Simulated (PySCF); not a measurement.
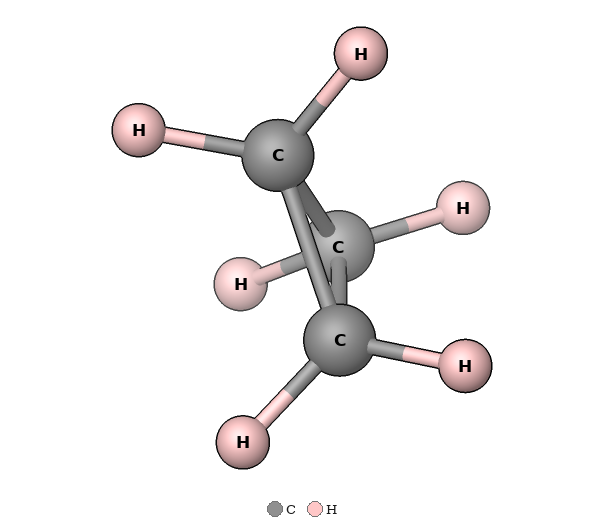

Figure made from data computed with PySCF.

Orthographic view. Distant atoms are faded towards the background colour. Geometry: a fixed input geometry, not necessarily a minimum.

> Give the standard InChI.

InChI=1S/C3H6/c1-2-3-1/h1-3H2
